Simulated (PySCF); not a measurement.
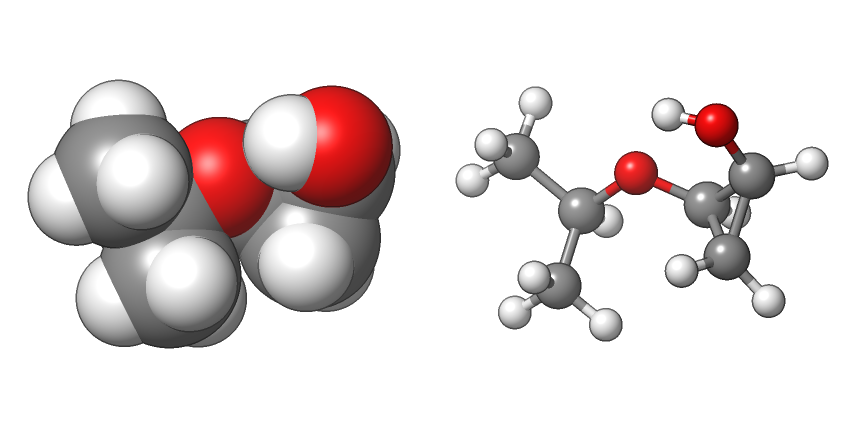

Two views of one molecule. Colours: carbon grey, oxygen red, hydrogen white.

The computed structure is the end point of a PBE0-D3(BJ)/def2-SVP optimisation. No frequency run is at hand to confirm it as a minimum.

Question: Which formula does it have?

Answer: C₆H₁₂O₂, 20 atoms: 6 carbon, 12 hydrogen and 2 oxygen.

Question: Count the bonded pairs by element.

Answer: 11 C–H, 5 C–C, 3 C–O, 1 O–H.

Question: Describe its rings.

Answer: Independent rings (smallest set): 1 of 3 members.

Question: Give a SMILES string for it.

Answer: CC(C)O[C@@H]1C[C@@H]1O

More results for the same structure follow; atom numbers are the same in all pictures, views and colours differ.

## Electronic properties

No frequency run is at hand to confirm it as a minimum. Properties computed with CAM-B3LYP/def2-SVPD in tetrahydrofuran (IEF-PCM) (PySCF 2.14.0). Excitations: vertical, linear response.

Question: Give the HOMO energy (Kohn–Sham orbital) at this level.

Answer: −8.48 eV.

Question: What is the mean static polarisability?

Answer: 100.5 bohr³.

Question: Give the lowest vertical singlet excitation at this level.

Answer: 6.96 eV.

Question: Give the brightest of the 6 lowest singlets at this level.

Answer: 7.83 eV.

## Quadrupole coupling

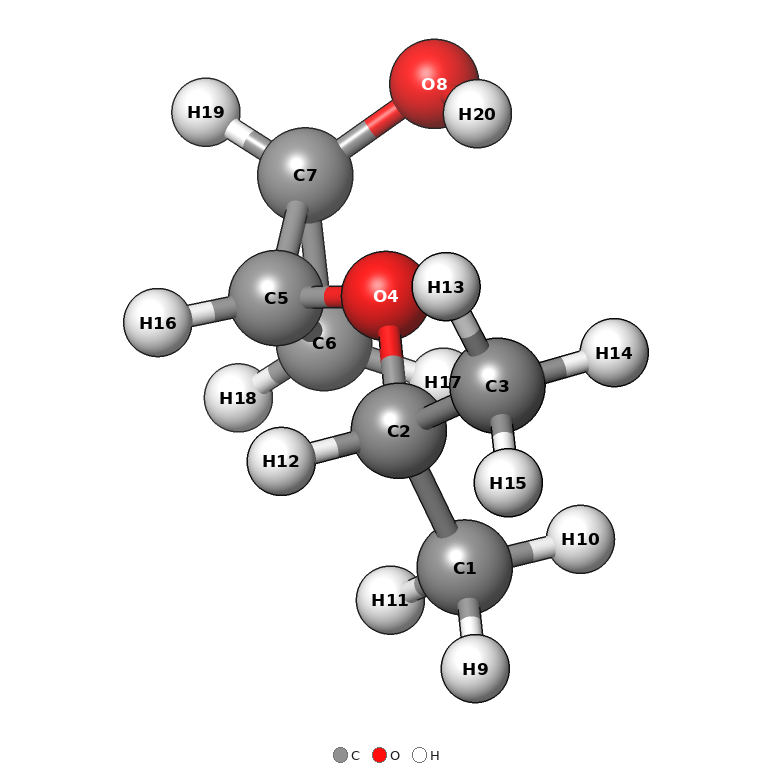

No frequency run is at hand to confirm it as a minimum. Electric field gradients from the ground-state density, PBE0/pcSseg-1 in benzene (IEF-PCM) (PySCF 2.14.0), non-relativistic apart from any core potentials.

Give the largest field-gradient component, the quadrupole coupling constant and the asymmetry for 17O at O4 (Q = −25.6 mb), 17O at O8 (Q = −25.6 mb), 2H at H9 (Q = 2.86 mb), 2H at H10 (Q = 2.86 mb).

| atom | V_zz (a.u.) | e²qQ/h (MHz) | η |
| --- | --- | --- | --- |
| O4 | 1.945 | −11.70 | 1.00 |
| O8 | −1.908 | 11.48 | 0.91 |
| H9 | 0.292 | 0.196 | 0.03 |
| H10 | 0.290 | 0.195 | 0.02 |

## NMR shielding

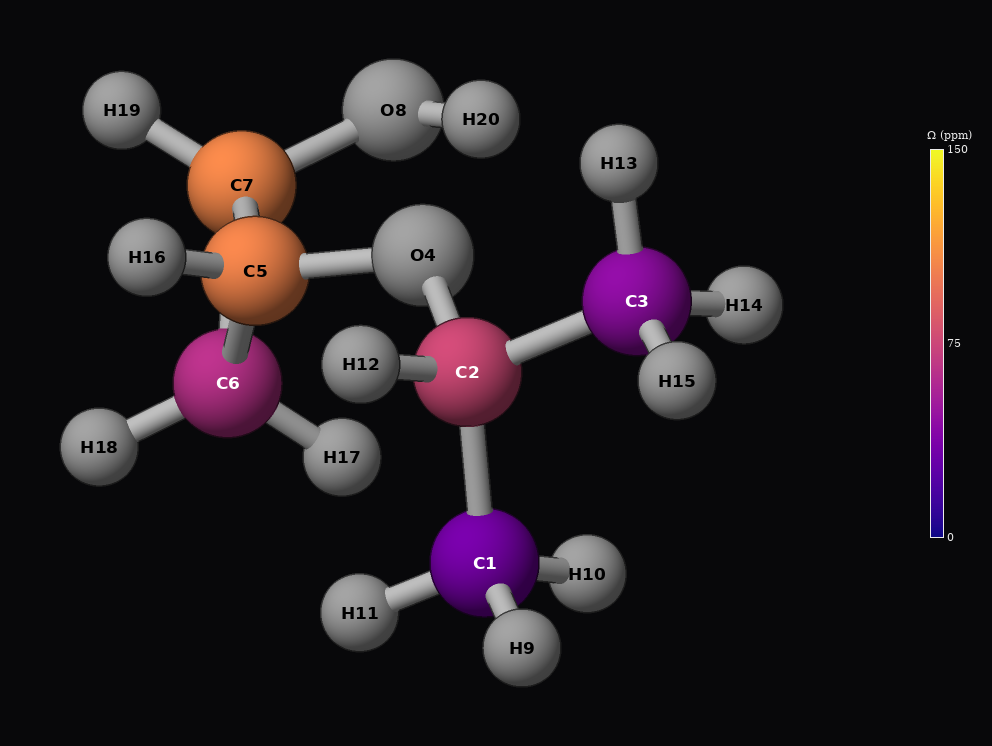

The C atoms are coloured by the span of their shielding tensor. No frequency run is at hand to confirm it as a minimum. Properties computed with GIAO PBE0/pcSseg-1 NMR shielding, non-relativistic, IEF-PCM benzene (PySCF 2.14.0). Principal shieldings σ11 ≤ σ22 ≤ σ33, span Ω = σ33 − σ11, skew κ = 3(σiso − σ22)/Ω.

Give the shielding tensors of the C atoms.

| atom | σ11 | σ22 | σ33 | σiso | Ω | κ |
| --- | --- | --- | --- | --- | --- | --- |
| C1 | 146.8 | 158.5 | 181.8 | 162.4 | 35.0 | 0.33 |
| C2 | 81.1 | 92.8 | 157.3 | 110.4 | 76.2 | 0.69 |
| C3 | 140.7 | 152.7 | 185.6 | 159.7 | 44.9 | 0.47 |
| C5 | 94.6 | 104.9 | 199.5 | 133.0 | 104.9 | 0.80 |
| C6 | 141.0 | 153.1 | 205.0 | 166.3 | 64.0 | 0.62 |
| C7 | 96.1 | 119.7 | 202.6 | 139.5 | 106.6 | 0.56 |

Shieldings and span in ppm.
